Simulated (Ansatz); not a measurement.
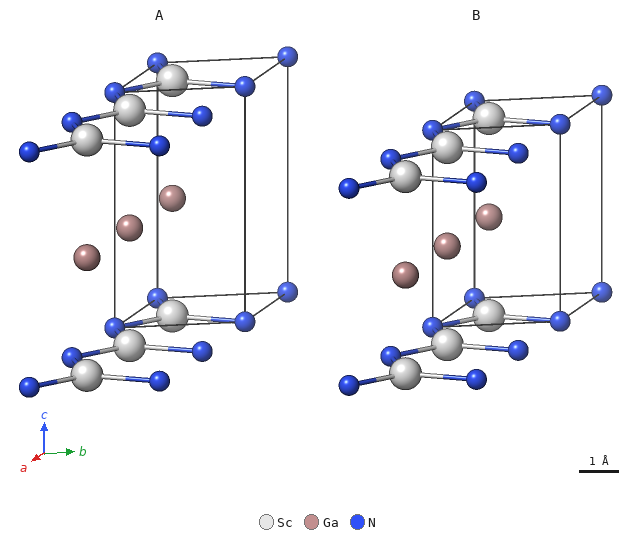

Two geometries of a crystal of ScGaN (a generated structure, set up in P-6m2) (coarse preliminary run), drawn at one scale. One is the start of a relaxation, the other its converged end. The picture is a ball-and-stick view of the cell of the calculation, repeated 3 × 1 × 1 with one cell outlined, seen slightly off an axis.

Computed with DFT PBE, scalar-relativistic, plane waves, PAW (Ansatz). (plane-wave cutoff 420 eV; k-point mesh 6 × 6 × 4; occupations gaussian; smearing width 0.1 eV; no spin polarisation; cell and atoms relaxed; force threshold 0.04 eV/Å; at most 70 steps)

Question: Which one is relaxed?

Answer: Structure A is the relaxed one. After 7 accepted moves (9 points after the start) the energy has fallen by 149 meV per atom. All forces vanish by symmetry, so only the cell relaxes. Pressure: 12.56 GPa at the start and 0.07 GPa at the end. The SCF was repeated twice at an unchanged geometry on a basis and grid sized afresh for the cell, which shifted the energy by 13.4 meV per atom at most. No atom moves by more than 0.005 Å relative to the cell. The drawn cell changes as follows: a = b 3.406 → 3.480 Å (+2.2 %), c 5.315 → 6.347 Å (+19.4 %); the volume changes by +24.6 %. Among the contacts that change: Ga–Sc 2.658 → 3.174 Å, N–Sc 1.966 → 2.009 Å. The space group stays P-6m2 (No. 187).
